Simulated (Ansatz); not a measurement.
# SrMgNCl (built on the sites of a database entry of Sr2NCl): relaxing the cell for a phonon run

Wanted: the relaxed cell of SrMgNCl (built on the sites of a database entry of Sr2NCl).

Program: Ansatz 0.2.0. Level of theory: DFT PBE, scalar-relativistic, plane waves, norm-conserving pseudopotentials. Results are calculated unless marked as measured.

The structure was built from a prototype and need not be the compound's stable phase.

### Step 1. The structure

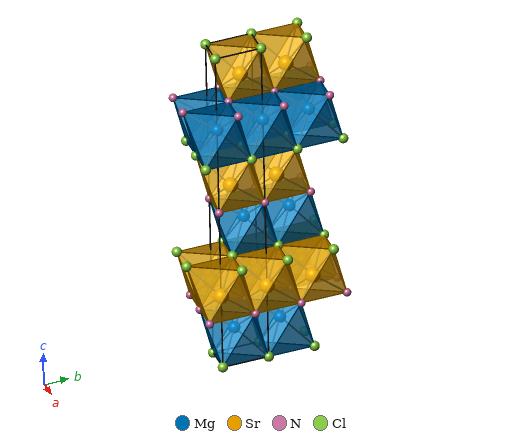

The starting structure, seen slightly off an axis (magnesium blue, strontium orange, nitrogen pink, chlorine green). 1×2×1 cells are drawn. This picture shows the conventional cell, with its axes. Bonds to atoms that aren't drawn are left out. Some periodic images of atoms are drawn too.

### Step 2. A coarse first look

First a cheap look: the gap decides the mesh and the occupations, the pressure tells how far the cell has to move.

input.yaml reads:

```yaml
crystal:
  lattice:
    - [1.7787, 1.02693, 6.37261]
    - [-1.7787, 1.02693, 6.37261]
    - [0.0, -2.05387, 6.37261]
  atoms:
    - { symbol: Mg, position: [0.2308, 0.2308, 0.2308] }
    - { symbol: Sr, position: [0.7692, 0.7692, 0.7692] }
    - { symbol: "N", position: [0.5, 0.5, 0.5] }
    - { symbol: Cl, position: [0.0, 0.0, 0.0] }
kpoints:
  mp_grid: { grid: [6, 6, 6] }
hamiltonian:
  xc: pbe
  pseudopotentials: { kind: nc }
scf:
  occupations: { method: gaussian, width: 0.1 }
output:
  forces: true
  stress: true
  eigenvalues: true
```

The run is started by

```bash
> ansatz run input.yaml --threads 8 --pin off --max-ram 14336MiB --backend cpu --events-out ev --progress --plain --runs-dir out
```

Numbers of over 12 decimals in the logs are rounded to 6 here.

The program printed:

```text
[...]
--- Band table (eV; the first three rows and the last of 32) ---
  k-point 0: bands = [... 12 lower, 4.5392, 6.9823, 8.1136, 8.1136, 10.2832, 12.4614, 14.0979, 14.0979]
  k-point 1: bands = [... 12 lower, 4.4068, 6.7527, 7.7565, 8.1146, 11.1930, 12.6892, 13.8758, 14.0492]
  k-point 2: bands = [... 12 lower, 4.1494, 6.4285, 7.5063, 8.1070, 11.6907, 12.3764, 14.0282, 14.4379]
  k-point 31: bands = [... 12 lower, 4.5542, 6.1582, 8.0707, 8.0707, 11.4789, 12.6753, 13.4738, 14.2152]
[key lines of the parts left out:]
SCF converged after 10 iterations
Free energy (F): -3292.795863 eV
Fermi energy:    9.205722 eV
P = ⅓ Tr σ = 6.8115 GPa (68.115 kbar)
```

The job ended after 3.2 s (8 threads of Intel Xeon Platinum 8488C (Sapphire Rapids), shared host; peak memory 0.74 GiB).

Numbers from this step:

```yaml
pressure: 6.811 GPa
gap_on_the_k_mesh: 2.166 eV
volume_per_atom: 17.46 Å³
direct_gap_on_mesh: 2.170 eV
```

The coarse mesh shows a gap of 2.17 eV and a pressure of 6.8 GPa.

### Step 3. Rough relaxation

A rough relaxation comes first, because large forces or stress need no tight tolerances yet.

Edit input.yaml of step 2 so:

```diff
@@ -21 +21,6 @@
   eigenvalues: true
+relax:
+  adjacent_minimum: "off"
+  f_tol: 0.05
+  max_steps: 80
+  cell: { stress_tol: 0.5 }
```

The program printed:

```text
[...]
Crystal: 4 atoms, lattice volume = 69.841 Å³
Basis set: ecut = 1240 eV, 6883 PW (Γ), FFT grids on a1−a3, a2−a3, a3, exchange–correlation on 90×90×160 points (8 copies of the dense FFT grid, shifted against one another)
Bands: 20, of which v1, the nominal top of the filled ones, is band 16 counted from 1 (15 counted from 0)
Symmetry: 6 space group operations
[...]
cell:  # Å, volume = 74.6420 Å³
    - [1.805154, 1.042205, 6.612476]
    - [-1.805154, 1.042205, 6.612476]
    - [-2.2608939370951836e-18, -2.084414, 6.612475]
  atoms:
    - { symbol: Mg, position: [0.224025, 0.224025, 0.224025] }
    - { symbol: Sr, position: [0.772007, 0.772007, 0.772007] }
    - { symbol: N, position: [0.511108, 0.511108, 0.511108] }
    - { symbol: Cl, position: [-0.00714096, -0.00714096, -0.00714096] }
[key lines of the parts left out:]
SCF converged after 5 iterations
Free energy (F): -3293.356419 eV
Fermi energy:    8.212078 eV
P = ⅓ Tr σ = -0.0162 GPa (-0.162 kbar)
```

Wall time 12 s (8 threads); peak memory 0.88 GiB; 86 s of CPU time.

Step by step:

```tsv
step	energy less that of the first step (eV)	largest force component (eV/Å)	pressure (GPa)	volume (Å³)
1	0.0000	2.4615	6.81	69.84
2	-0.5246	0.6313	0.45	74.44
3	-0.5250	0.5751	-1.05	74.74
4	-0.5595	0.0646	0.21	74.28
5	-0.5601	0.0367	-0.04	74.64
6*	-0.5606	0.0366	-0.02	74.64
```

Relaxation steps marked * repeat the geometry before them on a plane-wave basis chosen anew for their cell, so energy and pressure can jump there.

Forces are held to the 6 operations that the run works with; a distortion that breaks them can't arise in this run.

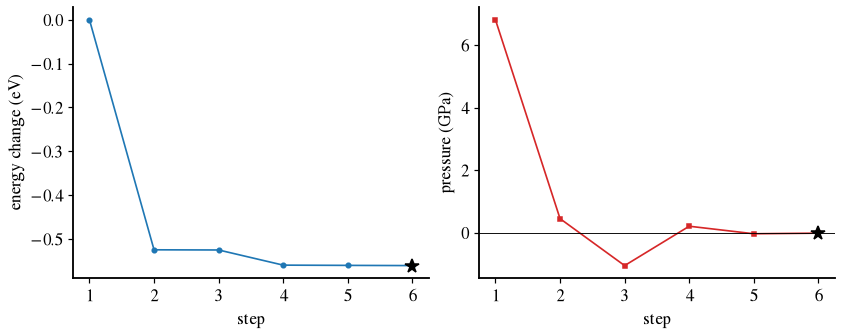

Energy and pressure along the relaxation. Stars mark steps on a basis chosen anew.

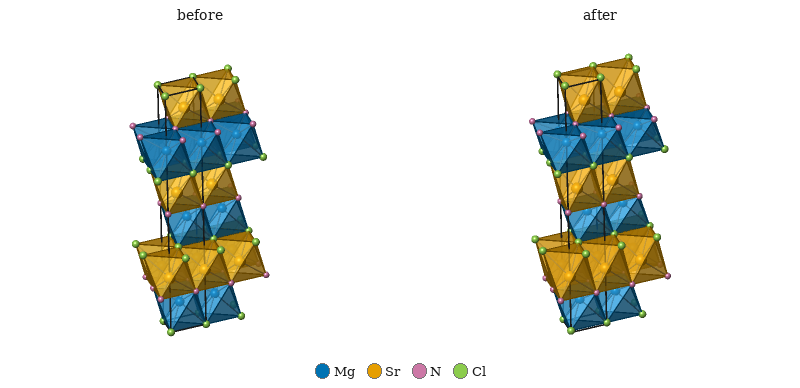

Before and after, at one scale. Bonds to atoms that aren't drawn are left out.

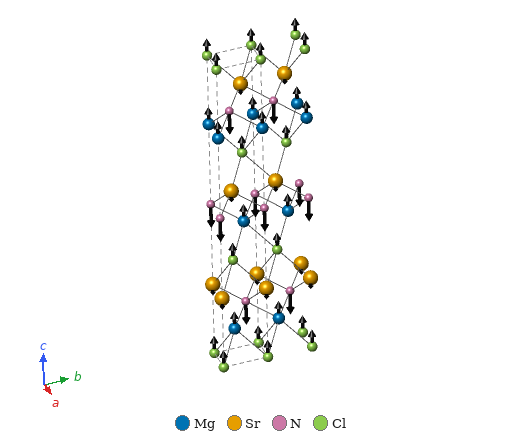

Displacements in the relaxation, exaggerated, measured against the changing cell; the longest in the cell stands for 0.22 Å. Bonds to atoms that aren't drawn are left out. 1×2×1 conventional cells are drawn. Some periodic images of atoms are drawn too.

```tsv
conventional cell, symmetrised	before	after	change
a (Å)	3.557	3.610	+1.5 %
b (Å)	3.557	3.610	+1.5 %
c (Å)	19.118	19.837	+3.8 %
volume (Å³/atom)	17.46	18.66	+6.9 %
```

The atoms that moved most (Å, as changes of fractional coordinates times the final cell):

```tsv
atom	dx	dy	dz	length
N3	0.000	0.000	0.220	0.220
Cl4	0.000	0.000	-0.142	0.142
Mg1	0.000	0.000	-0.134	0.134
Sr2	0.000	0.000	0.056	0.056
```

The relaxed structure:

```cif
data_structure
_symmetry_space_group_name_H-M 'P 1'
_symmetry_Int_Tables_number 1
_cell_length_a 6.9332
_cell_length_b 6.9332
_cell_length_c 6.9332
_cell_angle_alpha 30.183
_cell_angle_beta 30.183
_cell_angle_gamma 30.183
_cell_volume 74.64
loop_
_atom_site_label
_atom_site_type_symbol
_atom_site_fract_x
_atom_site_fract_y
_atom_site_fract_z
_atom_site_occupancy
Mg1 Mg 0.22403 0.22403 0.22403 1
Sr2 Sr 0.77201 0.77201 0.77201 1
N3 N 0.51111 0.51111 0.51111 1
Cl4 Cl 0.99286 0.99286 0.99286 1
```

Numbers from this step:

| Item | Value |
| --- | --- |
| pressure | -0.01622 GPa |
| gap on the k-mesh | 2.128 eV |
| volume per atom | 18.66 Å³ |
| direct gap on mesh | 2.128 eV |

In this step the volume went from 17.46 to 18.66 Å³/atom.

### Step 4. Relaxation

The cell and atoms are relaxed, since residual forces and stress would shift the frequencies.

input.yaml reads:

```yaml
crystal:
  lattice:
    - [1.8051543473, 1.0422046189, 6.6124757051]
    - [-1.8051543473, 1.0422046189, 6.6124757051]
    - [0.0, -2.0844144261, 6.6124748874]
  atoms:
    - { symbol: Mg, position: [0.2240252839, 0.2240252839, 0.2240252839] }
    - { symbol: Sr, position: [0.7720074387, 0.7720074387, 0.7720074387] }
    - { symbol: "N", position: [0.5111082384, 0.5111082384, 0.5111082384] }
    - { symbol: Cl, position: [-0.007140961, -0.007140961, -0.007140961] }
kpoints:
  mp_grid: { grid: [9, 9, 9] }
hamiltonian:
  xc: pbe
  pseudopotentials: { kind: nc }
scf:
  occupations: { method: gaussian, width: 0.02 }
output:
  forces: true
  stress: true
  eigenvalues: true
  write_density: true
  write_potential: true
  elf: true
  volumetric_format: npy
relax:
  adjacent_minimum: "off"
  f_tol: 0.005
  max_steps: 80
  cell: { stress_tol: 0.05 }
```

The program printed:

```text
[...]
Crystal: 4 atoms, lattice volume = 74.642 Å³
Basis set: ecut = 1240 eV, 7447 PW (Γ), FFT grids on a1−a2, a2, −a2+a3, exchange–correlation on 90×160×90 points (8 copies of the dense FFT grid, shifted against one another)
Bands: 20, of which v1, the nominal top of the filled ones, is band 16 counted from 1 (15 counted from 0)
[... 1 set-up line as in the run before ...]
[...]
k-points: 85 of 729 (time reversal used)
[...]
SCF iter   1: F=—  HF=-3299.480452 eV  |F-HF|=—  |Δ(HF+E_count)|=         —  Δρ=1.12e-1  dr2=3.93e1  ethr=3.10e-3  ⟨swp⟩=8.7  Hψ=11268  notcnv=0
[...]
SCF iter  11: F=-3293.357064 eV  HF=-3293.357064 eV  |F-HF|=7.62e-10  |Δ(HF+E_count)|=   4.95e-8  Δρ=3.93e-6  dr2=9.19e-9  ethr=3.13e-10  ⟨swp⟩=14.3  Hψ=17796  notcnv=0
SCF 1 converged in 11 iterations: F = -3293.357064 eV  dr2 = 9.19e-9
relax step   1: F+E_penalty+E_count = -3293.35706368 eV  Δ(F+E_penalty+E_count) = +0.000e0 eV  max|allowed force component| = 3.836e-2 eV/Å  Δτ_max = 0.0000 Å  P = -0.014 GPa  Ω = 74.642 Å³  (11 SCF iters, dr2 threshold 1.00e-7 eV, accepted)
Crystal: 4 atoms, lattice volume = 74.532 Å³
Basis set: ecut = 1240 eV, 7411 PW (Γ), FFT grids on a1−a2, a2, −a2+a3, exchange–correlation on 90×160×90 points (8 copies of the dense FFT grid, shifted against one another)
[...]
SCF iter   6: F=-3293.357007 eV  HF=-3293.357007 eV  |F-HF|=1.45e-8  |Δ(HF+E_count)|=   3.97e-8  Δρ=1.03e-5  dr2=2.76e-8  ethr=2.87e-10  ⟨swp⟩=9.1  Hψ=13636  notcnv=0
SCF 2 converged in 6 iterations: F = -3293.357007 eV  dr2 = 2.76e-8
relax step   2: F+E_penalty+E_count = -3293.35700652 eV  Δ(F+E_penalty+E_count) = +5.715e-5 eV  max|allowed force component| = 5.767e-2 eV/Å  Δτ_max = 0.0084 Å  P = +0.032 GPa  Ω = 74.532 Å³  energy of the carried Pulay correction = +5.217e-6 eV  (6 SCF iters, dr2 threshold 9.20e-8 eV, rejected (line search))
Crystal: 4 atoms, lattice volume = 74.615 Å³
Basis set: ecut = 1240 eV, 7435 PW (Γ), FFT grids on a1−a2, a2, −a2+a3, exchange–correlation on 90×160×90 points (8 copies of the dense FFT grid, shifted against one another)
[...]
SCF iter   8: F=-3293.357237 eV  HF=-3293.357237 eV  |F-HF|=1.36e-11  |Δ(HF+E_count)|=  1.95e-10  Δρ=2.96e-7  dr2=3.27e-11  ethr=1.00e-12  ⟨swp⟩=6.0  Hψ=10649  notcnv=0
SCF 3 converged in 8 iterations: F = -3293.357237 eV  dr2 = 3.27e-11
relax step   3: F+E_penalty+E_count = -3293.35723729 eV  Δ(F+E_penalty+E_count) = -1.736e-4 eV  max|allowed force component| = 8.006e-3 eV/Å  Δτ_max = 0.0041 Å  P = +0.008 GPa  Ω = 74.615 Å³  energy of the carried Pulay correction = +1.269e-6 eV  (8 SCF iters, accepted)
[...]
relax step   4: F+E_penalty+E_count = -3293.35725080 eV  Δ(F+E_penalty+E_count) = -1.351e-5 eV  max|allowed force component| = 7.749e-3 eV/Å  Δτ_max = 0.0023 Å  P = -0.002 GPa  Ω = 74.646 Å³  energy of the carried Pulay correction = -1.679e-7 eV  (6 SCF iters, dr2 threshold 4.01e-9 eV, accepted)
[...]
relax step   5: F+E_penalty+E_count = -3293.35725147 eV  Δ(F+E_penalty+E_count) = -6.738e-7 eV  max|allowed force component| = 4.161e-3 eV/Å  Δτ_max = 0.0011 Å  P = -0.011 GPa  Ω = 74.646 Å³  energy of the carried Pulay correction = -2.026e-7 eV  (5 SCF iters, dr2 threshold 3.75e-9 eV, accepted)
[...]
SCF iter   6: F=-3293.357252 eV  HF=-3293.357252 eV  |F-HF|=5.46e-12  |Δ(HF+E_count)|=  5.46e-12  Δρ=1.07e-7  dr2=6.97e-12  ethr=1.00e-12  ⟨swp⟩=7.0  Hψ=8619  notcnv=0
SCF 6 converged in 6 iterations: F = -3293.357252 eV  dr2 = 6.97e-12
relax step   6: F+E_penalty+E_count = -3293.35725163 eV  Δ(F+E_penalty+E_count) = -1.563e-7 eV  max|allowed force component| = 4.131e-3 eV/Å  Δτ_max = 0.0000 Å  P = -0.011 GPa  Ω = 74.646 Å³  stress off target by 2.15e-2 GPa  SCF on the basis re-selected at this cell (its energy is not comparable with the rows above)  (6 SCF iters)
[...]
SCF converged after 6 iterations
Free energy (F): -3293.357252 eV
[...]
Internal energy: -3293.357252 eV  (E = F + TS)
E sigma→0 (E₀):  -3293.357252 eV
Fermi energy:    8.214034 eV
[...]
--- Forces (eV/Å), atoms counted from 1 ---
  atom   1  Mg    -0.00000000    -0.00000000     0.00041404
  atom   2  Sr    -0.00000000    -0.00000000     0.00141583
  atom   3  N      0.00000000     0.00000000    -0.00412785
  atom   4  Cl    -0.00000000    -0.00000000     0.00230876
  max |Σ_I F_I| component: 1.08e-5 eV/Å
--- Stress (GPa, compression-positive) ---
       -0.021514       0.000000      -0.000000
        0.000000      -0.021514      -0.000000
       -0.000000      -0.000000       0.010714
  P = ⅓ Tr σ = -0.0108 GPa (-0.108 kbar)
--- Band table (eV; the first three rows and the last of 85) ---
  k-point 0: bands = [... 12 lower, 4.5241, 6.4310, 7.1528, 7.1528, 9.2751, 11.8152, 12.8011, 12.8011]
  k-point 1: bands = [... 12 lower, 4.4604, 6.3529, 6.8138, 7.1272, 9.8524, 11.7547, 12.4660, 12.9930]
  k-point 2: bands = [... 12 lower, 4.3031, 5.9164, 6.6346, 7.0616, 10.7028, 11.2580, 12.5446, 13.5529]
  k-point 84: bands = [... 12 lower, 4.4773, 5.8280, 6.8449, 7.0871, 10.9715, 11.6965, 12.0544, 12.4058]
--- Relaxed structure (5 steps of the walk, 4 accepted, 1 SCFs on fresh bases) ---
[...]
cell:  # Å, volume = 74.6463 Å³
    - [1.806232, 1.042827, 6.604969]
    - [-1.806232, 1.042827, 6.604969]
    - [0, -2.085658, 6.604968]
  atoms:
    - { symbol: Mg, position: [0.223966, 0.223966, 0.223966] }
    - { symbol: Sr, position: [0.771776, 0.771776, 0.771776] }
    - { symbol: N, position: [0.511098, 0.511098, 0.511098] }
    - { symbol: Cl, position: [-0.00684023, -0.00684023, -0.00684023] }
```

Run time: 33 s. Hardware: 8 threads; peak memory 1.1 GiB; 4.2 min of CPU time.

Relaxation path:

```tsv
step	energy less that of the first step (eV)	largest force component (eV/Å)	pressure (GPa)	volume (Å³)
1	0.0000	0.0384	-0.01	74.64
2	0.0001	0.0577	0.03	74.53
3	-0.0002	0.0080	0.01	74.62
4	-0.0002	0.0077	0.00	74.65
5	-0.0002	0.0042	-0.01	74.65
6*	-0.0002	0.0041	-0.01	74.65
```

Relaxation steps marked * repeat the geometry before them on a plane-wave basis chosen anew for their cell, so energy and pressure can jump there. Relaxation step 2 was tried and not accepted.

Forces are held to the 6 operations that the run works with; a distortion that breaks them can't arise in this run.

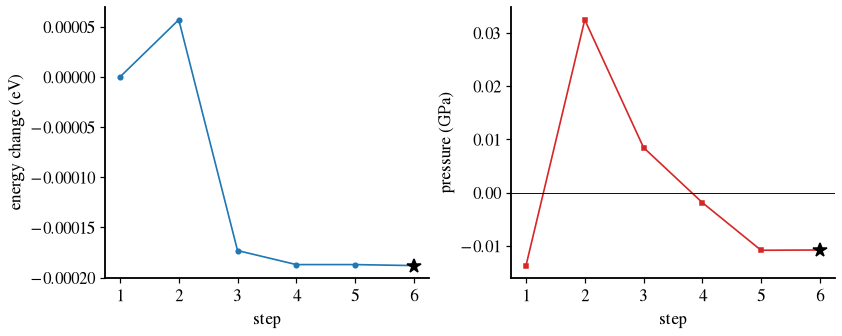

Energy and pressure along the relaxation. Stars mark steps on a basis chosen anew.

```tsv
conventional cell, symmetrised	before	after	change
a (Å)	3.610	3.612	+0.1 %
b (Å)	3.610	3.612	+0.1 %
c (Å)	19.837	19.815	-0.1 %
volume (Å³/atom)	18.66	18.66	+0.0 %
```

The relaxed structure:

```xyz
4
Lattice="1.8062 1.0428 6.6050 -1.8062 1.0428 6.6050 0.0000 -2.0857 6.6050" Properties=species:S:1:pos:R:3 pbc="T T T"
Mg    0.0000    0.0000    4.4379
Sr    0.0000    0.0000   15.2927
N     0.0000    0.0000   10.1274
Cl    0.0000    0.0000   -0.1355
```

This step gave:

```
pressure           : -0.01077 GPa
gap on the k-mesh  : 2.122 eV
direct gap on mesh : 2.122 eV
```

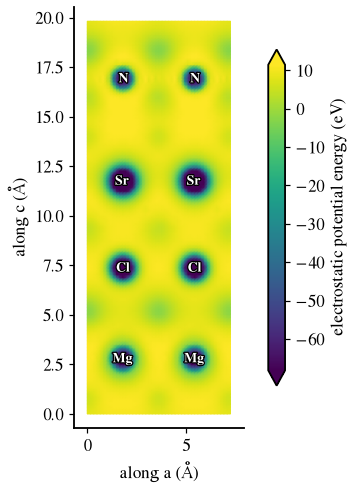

Electrostatic potential energy in the ac plane of the conventional cell at fractional y = 0.000, with atoms of Mg and Sr and N and Cl within 0.2 Å of it. With pseudopotentials it is smooth inside the atoms' cores, unlike the true potential. The map starts off the cell's origin, so that atoms lie inside it.

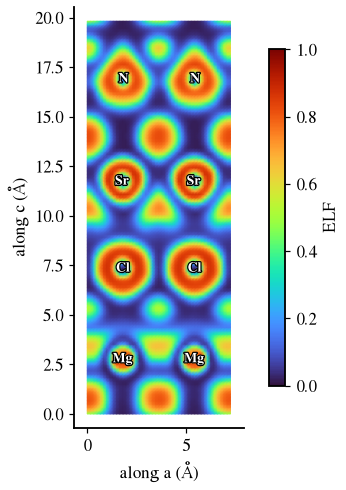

ELF in the ac plane of the conventional cell at fractional y = 0.000, with atoms of Mg and Sr and N and Cl within 0.2 Å of it. It is the smooth field of the valence electrons, not physical close to the nuclei. The map starts off the cell's origin, so that atoms lie inside it.

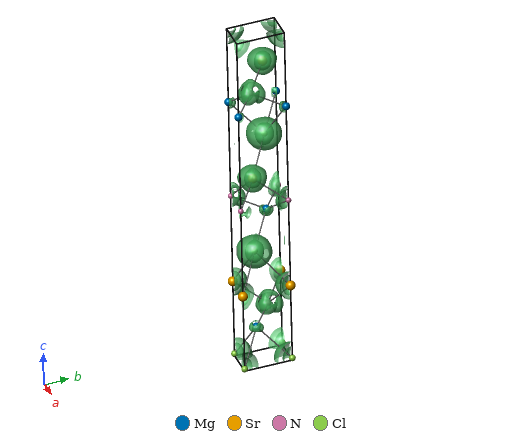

Surface of ELF = 0.81. Bonds to atoms that aren't drawn are left out.

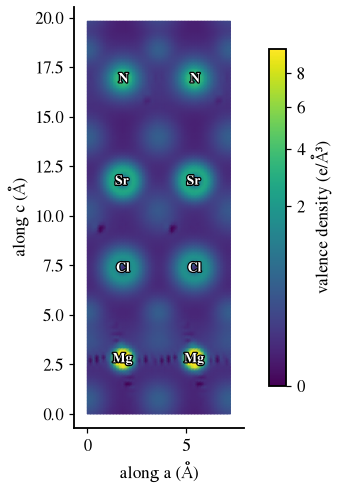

Valence density in the ac plane of the conventional cell at fractional y = 0.000, with atoms of Mg and Sr and N and Cl within 0.2 Å of it. It is the smooth field of the valence electrons, not physical close to the nuclei. The map starts off the cell's origin, so that atoms lie inside it. The colour scale is stretched toward low values.

In this step the volume went from 18.66 to 18.66 Å³/atom.

### Step 5. Relaxing to small forces for the phonons

Phonons need a cell at rest on their own settings, so the relaxation is repeated with tight tolerances on forces and stress on the k mesh and occupations of the first response run.

input.yaml reads:

```yaml
crystal:
  lattice:
    - [1.8062317159, 1.04282664, 6.6049688696]
    - [-1.8062317159, 1.04282664, 6.6049688696]
    - [0.0, -2.0856584623, 6.6049680514]
  atoms:
    - { symbol: Mg, position: [0.2239664627, 0.2239664627, 0.2239664627] }
    - { symbol: Sr, position: [0.7717755884, 0.7717755884, 0.7717755884] }
    - { symbol: "N", position: [0.5110981743, 0.5110981743, 0.5110981743] }
    - { symbol: Cl, position: [-0.0068402253, -0.0068402253, -0.0068402253] }
kpoints:
  mp_grid: { grid: [9, 9, 9] }
hamiltonian:
  xc: pbe
  pseudopotentials: { kind: nc }
scf:
  occupations: { method: fixed }
output:
  forces: true
  stress: true
  eigenvalues: true
relax:
  adjacent_minimum: "off"
  f_tol: 0.001
  max_steps: 60
  cell: { stress_tol: 0.01 }
```

The program printed:

```text
[...]
Crystal: 4 atoms, lattice volume = 74.646 Å³
Basis set: ecut = 1240 eV, 7435 PW (Γ), FFT grids on a1−a3, a2−a3, a3, exchange–correlation on 90×90×160 points (8 copies of the dense FFT grid, shifted against one another)
Bands: 20, of which v1, the nominal top of the filled ones, is band 16 counted from 1 (15 counted from 0)
[... 1 set-up line as in the run before ...]
[...]
cell:  # Å, volume = 74.6398 Å³
    - [1.805967, 1.042674, 6.606328]
    - [-1.805967, 1.042674, 6.606328]
    - [0, -2.085353, 6.606327]
  atoms:
    - { symbol: Mg, position: [0.223961, 0.223961, 0.223961] }
    - { symbol: Sr, position: [0.771782, 0.771782, 0.771782] }
    - { symbol: N, position: [0.511077, 0.511077, 0.511077] }
    - { symbol: Cl, position: [-0.00681963, -0.00681963, -0.00681963] }
[key lines of the parts left out:]
SCF converged after 10 iterations
Free energy (F): -3293.357255 eV
Fermi energy:    7.153187 eV
P = ⅓ Tr σ = 0.0002 GPa (0.002 kbar)
```

It took 31 s on 8 threads; peak memory 1.1 GiB.

Little changed from the start: no atom moved by 0.005 Å and no cell edge by 0.1 %.

Numbers from this step:

| Property | Result |
| --- | --- |
| pressure | 1.55e-4 GPa |
| gap on the k-mesh | 2.123 eV |
| direct gap on mesh | 2.123 eV |

The largest force component left is 0.24 meV/Å and the pressure is 0.000 GPa, within the tolerances set. The cell now holds 18.66 Å³/atom.

### Step 6. Results

* space group after relaxation (within 0.01 Å): R3m
* lattice constant a: 3.612 Å
* lattice constant b: 3.612 Å
* lattice constant c: 19.819 Å
* volume per atom: 18.7 Å³
* gap on the k-mesh: 2.12 eV

What this shows: The largest force component left is 0.24 meV/Å and the pressure is 0.000 GPa, within the tolerances set. The cell now holds 18.66 Å³/atom. The relaxation keeps the symmetry of its start, so it says nothing on stability against lower symmetry. The starting cell was built on a prototype and not taken from a measurement, so the phase need not exist.

[Logs are printed without paths, hosts, clocks, repeated set-up lines and the standing remarks that a program may print on its own settings, such as how far it seeks lower states.]

[Hosts, paths, dates, database ids (printed as entryN), source tags and the programs' standing remarks are cut or masked in the printed files.]
